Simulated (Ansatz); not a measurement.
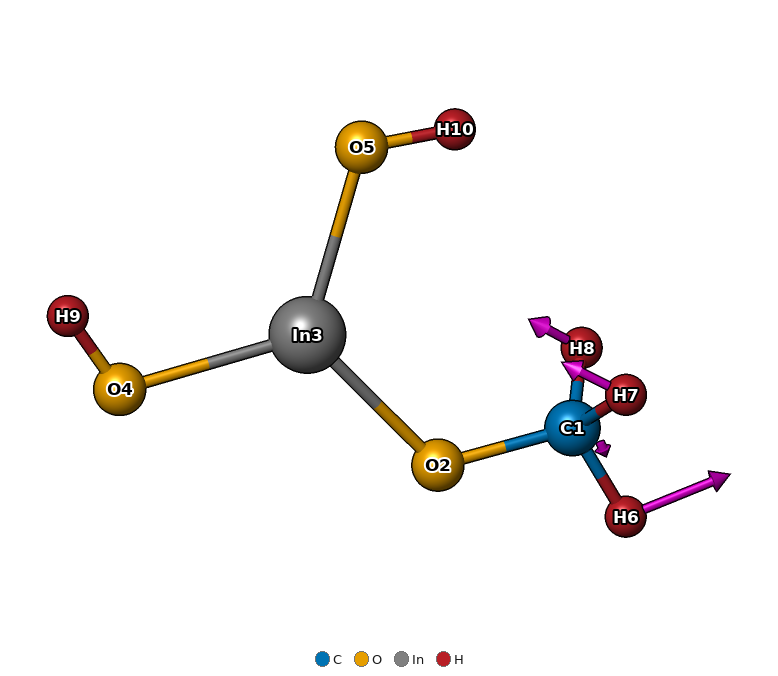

The arrows show one normal mode. Harmonic vibrations computed with RKS PBE0-D4/def2-TZVP, core potentials on In (Ansatz 0.2.0) at a stationary point of the same level.

**Describe the motion.**

Mostly H–C–O bending.

**Estimate its harmonic wavenumber.**

1188 cm⁻¹; it is mode 16 of 24 counted from the lowest.
